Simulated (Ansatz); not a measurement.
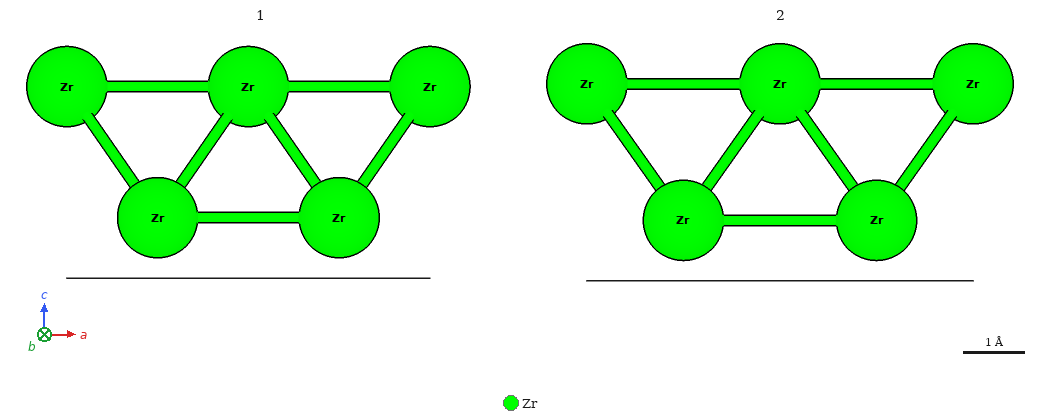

Two geometries of a free-standing layer of Zr (a generated structure, set up in P4/nmm) (coarse preliminary run), drawn at one scale. One is the start of a relaxation, the other its converged end. The picture is a ball-and-stick view of the 2 × 2 repeat of the cell, outlined in the plane, without the vacuum, seen along the b axis.

All numbers below come from Ansatz 0.2.0, DFT PBE, scalar-relativistic, plane waves, PAW. Settings: plane-wave cutoff 420 eV; k-point mesh 6 × 6 × 1; occupations gaussian; smearing width 0.1 eV; no spin polarisation; cell and atoms relaxed; force threshold 0.04 eV/Å; at most 70 steps.

> Which of the two is the end point?

Structure 1 is the relaxed one. The energy falls by 152 meV per atom in 5 accepted moves (6 points after the start). The largest force component goes from 1.2 to 0.0044 eV/Å. The SCF was repeated once at an unchanged geometry on a basis and grid sized afresh for the cell, which shifted the energy by 0.2 meV per atom at most. The largest moves relative to the cell and the layer's centre, 0.045 Å, are those of Zr atoms. In the plane the drawn cell goes a 6.378 → 5.995 Å (−6.0 %), b 6.378 → 5.995 Å (−6.0 %). Near-neighbour distances that change, for instance: Zr–Zr 3.189 → 2.997 Å, Zr–Zr 3.189 → 3.029 Å. The program noted that it reset the height of the cell. The run took 19 s on 1 thread of Intel(R) Xeon(R) 6975P-C (Granite Rapids), on a shared host, peak memory 0.49 GiB.
